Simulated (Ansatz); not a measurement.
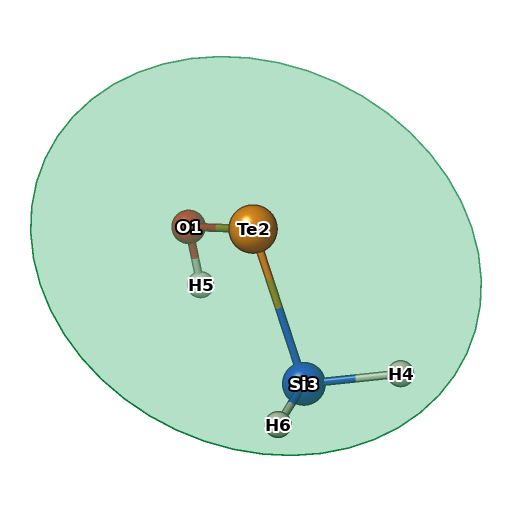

A disc through the centre of mass is drawn in. Distant atoms are faded towards the background colour. The species has charge −1 and is a spin singlet. The computed structure is the end point of a PBE0-D4/def2-TZVPD optimisation. No frequency run is at hand to confirm it as a minimum.

Is the plane of the disc a mirror plane of the structure?

No. The point group is Cs, with 1 mirror plane, and this plane isn't one of its mirror planes.
